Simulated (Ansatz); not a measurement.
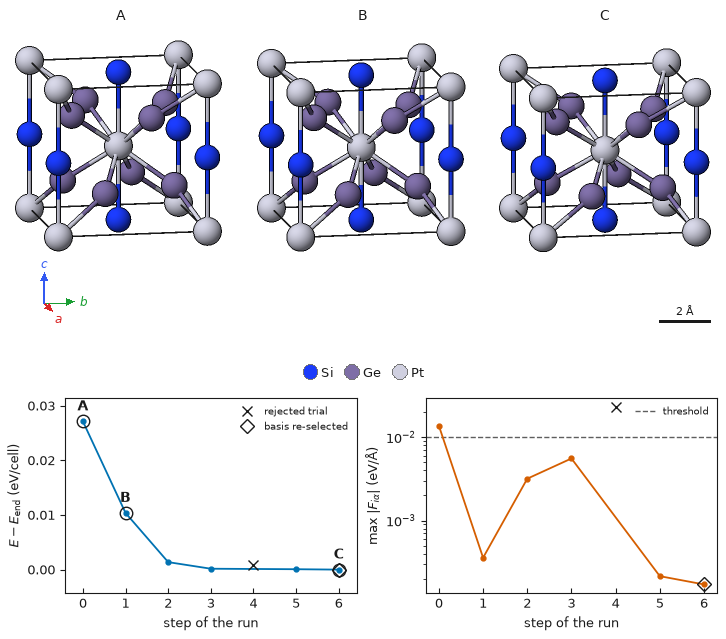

Frames of a relaxation of crystalline SiGe4Pt (a generated structure, set up in I422), marked on the history of the run. The picture is a ball-and-stick view of the conventional cell (2 times the calculation's cell), seen slightly off an axis. Lengths and directions refer to the drawn axes.

Computed with Ansatz, DFT PBE, scalar-relativistic, plane waves, PAW.

The input:
```yaml
crystal:
  lattice:
    - [-3.0125194885, 3.0125194885, 2.9862616421]
    - [3.0125194885, -3.0125194885, 2.9862616421]
    - [3.0125194885, 3.0125194885, -2.9862616421]
  atoms:
    - { symbol: Si, position: [0.5, 0.5, 0.0] }
    - { symbol: Ge, position: [0.9057672518, 0.4057672518, 0.8115345036] }
    - { symbol: Ge, position: [0.5942327482, 0.0942327482, 0.1884654964] }
    - { symbol: Ge, position: [0.0942327482, 0.9057672518, 0.5] }
    - { symbol: Ge, position: [0.4057672518, 0.5942327482, 0.5] }
    - { symbol: Pt, position: [0.0, 0.0, 0.0] }
basis:
  ecutwfc: 420
kpoints:
  mp_grid: { grid: [10, 10, 10] }
hamiltonian:
  xc: pbe
scf:
  occupations: { method: gaussian, width: 0.1 }
output:
  forces: true
  stress: true
  eigenvalues: true
  write_density: true
  write_potential: true
  elf: true
  volumetric_format: npy
relax:
  adjacent_minimum: "off"
  f_tol: 0.01
  max_steps: 80
  cell: { stress_tol: 0.05 }
```

Run as
```bash
ansatz run input.yaml --threads 1 --pin off --max-ram 2560MiB --backend cpu --events-out ev --progress --plain --runs-dir out
```

### What happens along the run?

Over 4 accepted moves (6 points after the start) the energy falls by 27.1 meV per cell of the calculation. The largest force component goes from 0.014 to 0.00017 eV/Å. The pressure goes from 0.12 to 0.00 GPa. The line search rejected the trial step at point 4 of the run. The SCF was repeated once at an unchanged geometry on a basis and grid sized afresh for the cell, which shifted the energy by 0.1 meV per cell of the calculation at most. The largest moves relative to the cell, 0.024 Å, are those of Ge2, Ge3, Ge4 and Ge5. Ge4 goes along [−1 1 0]. Si and Pt stay in place. The drawn cell changes at constant volume: a = b 6.025 → 6.198 Å (+2.9 %), c 5.973 → 5.646 Å (−5.5 %). Some distances before and after: Si1–Pt6 2.986 → 2.823 Å, Ge2–Ge3 2.654 → 2.682 Å, Ge2–Pt6 2.722 → 2.742 Å. The space group stays I422 (No. 97). From step 0 to 1: volume −0.2 %, energy −16.8 meV per cell of the calculation. From step 1 to 6: volume +0.3 %, energy −10.4 meV per cell of the calculation.
